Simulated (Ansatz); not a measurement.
## A substitution series on Sn: H to F

On one Sn centre, n of the H ligands are replaced by F. The atomisation energy (no zero-point term) y in kJ/mol at CCSD(T)/def2-TZVPP. Shapes, held fixed at every level: PBE0-D4/def2-TZVP. Programs: Ansatz 0.2.0.

| molecule | n | y (kJ/mol) |
| --- | --- | --- |
| SnH4 | 0 | 1088 |
| SnH3F | 1 | ? |
| SnH2F2 | 2 | 1393 |
| SnHF3 | 3 | 1541 |
| SnF4 | 4 | 1662 |

**Question.** Fit y = c + s·n to the known rows and predict SnH3F.

**Answer.** 
1. Means of the 4 rows: n = 2.25000, y = 1421.0.
2. Σ(Δn)² = 8.75, Σ(Δn·Δy) = 1268, so the slope is 1268/8.75 = 144.91.
3. Intercept: 1421.0 − (144.91) × 2.25000 = 1095.0. The largest residual of the fit is 13.
4. SnH3F: 1095.0 + (144.91) × 1 = 1240 kJ/mol.

The run gave 1236 kJ/mol, so the prediction is off by +4 kJ/mol, within the scatter of the fit. The steps per swap are +148, +157, +148, +121 kJ/mol. The slope is only an average step. Other levels give for SnH3F: PBE-D4/def2-TZVPP 1244; BHLYP-D4/def2-TZVPP 1211; wB97X-V/def2-TZVPP 1272 kJ/mol. For atoms past krypton def2 sets carry core potentials with scalar relativity. Correlated rows may include outer-core shells of Sn, which these sets cover unevenly.

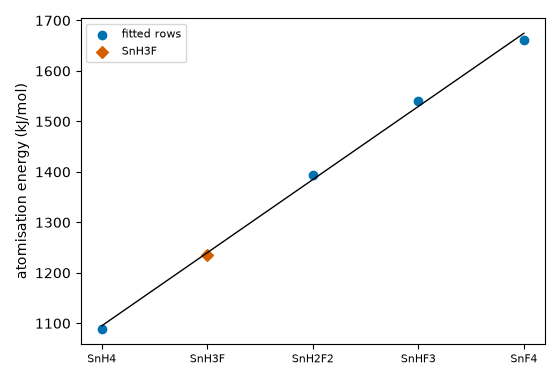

The fitted line, with the withheld member.
